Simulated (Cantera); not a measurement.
Charge: 1 mol Si3N4, 60 mol HCl, 9.5 mol N2, 150 mol H2, equilibrated at 100000 Pa.

Method: chemical equilibrium by Gibbs-energy minimisation in Cantera with the NASA 1993 tables (ideal gas, pure condensed phases). Candidate condensed phases: NH4Cl, Si, Si3N4; 28 gas species. The tables' values for SiCl3, SiCl are old estimates; treat these amounts as uncertain. Rates play no part.

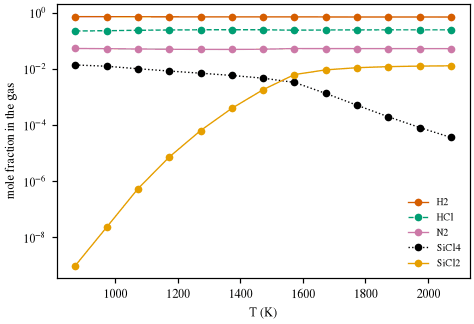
Fig. 1. Equilibrium gas composition (values under 1e-9 drawn at 1e-9)

Problem. Read off the mole fractions at 1273 K.

Solution. H2 about 0.70, HCl about 0.24, N2 about 0.049, SiCl4 about 0.0069, SiCl2 about 6.3e-5.
